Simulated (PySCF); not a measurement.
# C₇H₁₆FNSi: what the fields show

```csv
atom,x (Å),y (Å),z (Å)
C,-2.4245,-0.6944,1.1316
C,-1.8156,-0.0552,-0.1106
C,-2.7590,0.9799,-0.6955
F,-3.9839,0.4194,-0.9718
C,-0.4461,0.5616,0.1633
C,0.2925,1.1129,-1.0593
C,1.7548,1.1899,-0.6143
N,1.8561,0.2366,0.4842
Si,3.3359,-0.1548,1.2892
C,0.5867,-0.4203,0.7175
H,-3.4410,-1.0532,0.9188
H,-2.4866,0.0337,1.9577
H,-1.8289,-1.5502,1.4807
H,-1.6849,-0.8398,-0.8798
H,-2.3587,1.3997,-1.6329
H,-2.9111,1.8097,0.0194
H,-0.5626,1.3763,0.9032
H,0.1837,0.4000,-1.8946
H,-0.0850,2.0859,-1.4056
H,2.4341,0.9529,-1.4540
H,2.0168,2.2099,-0.2745
H,4.1662,-1.2107,0.6156
H,4.1742,1.0826,1.3644
H,3.0021,-0.6504,2.6600
H,0.4920,-1.3897,0.1803
H,0.4409,-0.6323,1.7894
```

Geometry: PBE0-D3(BJ)/def2-SVP.

Theory: PBE0/pcSseg-1, SCF density, gas phase, non-relativistic (PySCF).

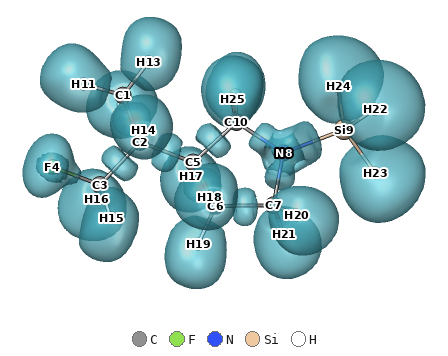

Figure 1. Isosurface of the electron localisation function at 0.75 (cyan), seen at a tilt. Only the valence region is drawn (cores and ρ < 0.01 e/Å³ removed).

Q: Identify the bonds, lone pairs and shells in this picture.

A: The surface consists of six regions between bonded C–C atoms (shared pairs), 16 regions around hydrogen nuclei, one region on F in which the atom's valence shell and bonds are merged and one region on N in which the atom's valence shell and bonds are merged. Profiles from the grid: C–F (1.38 Å): the ELF peaks at about 0.85 between the atoms: a shared but strongly polarised pair. C–N (1.45 Å): the ELF peaks at about 0.90 between the atoms, as expected for localised, covalent bonding.

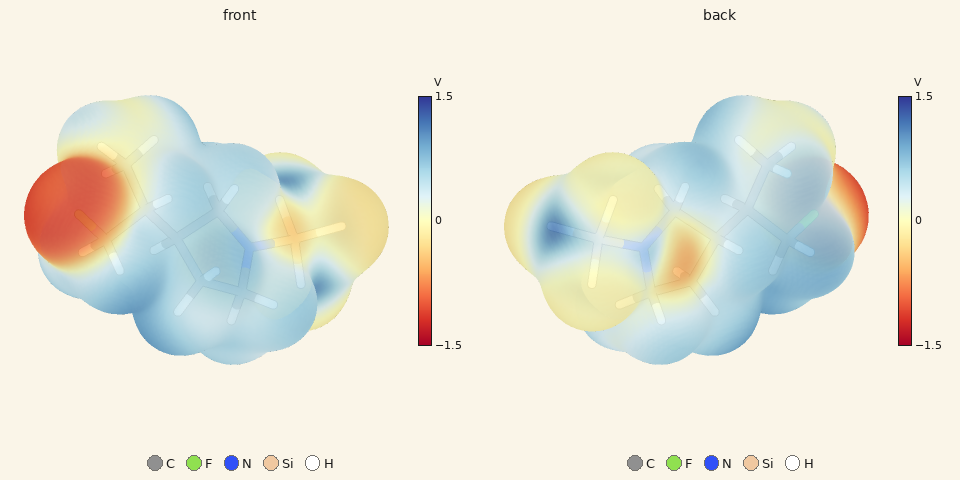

Figure 2. The molecular electrostatic potential painted on the density surface at 0.002 e/bohr³, seen from the front and from behind; red is negative and blue positive.

Q: Where is the surface potential most negative and most positive?

A: The most negative region (about −1.1 V) lies over F4, the most positive (about +1.0 V) over Si9.

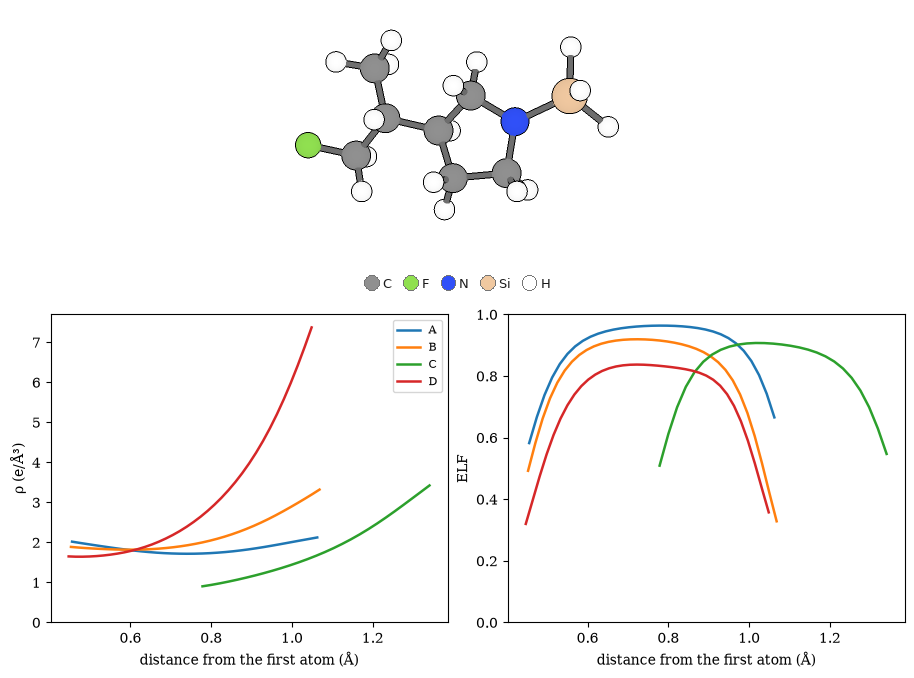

Figure 3. Electron density and electron localisation function along straight lines between neighbouring atoms. The curves leave out the atomic cores. The structure is drawn too.

Q: Which curve belongs to which contact (C–C, C–F, C–N and Si–N)? The first atom named is at distance zero.

A: Curve A: C–C (1.52 Å): the density is about 1.7 e/Å³ at the midpoint; the ELF peaks at about 0.95 between the atoms (a covalent bond). Curve B: C–N (1.45 Å): ρ at the midpoint is about 1.9 e/Å³; the ELF peaks at about 0.90 between the atoms: a covalent bond. Curve C: Si–N (1.73 Å): the density is about 1.1 e/Å³ at the midpoint; the ELF peaks at about 0.90 between the atoms: a polar covalent bond. Curve D: C–F (1.38 Å): ρ at the midpoint is about 2.1 e/Å³, with its minimum of 1.6 e/Å³ about 0.5 Å from C; the ELF peaks at about 0.85 between the atoms (a shared but strongly polarised pair).
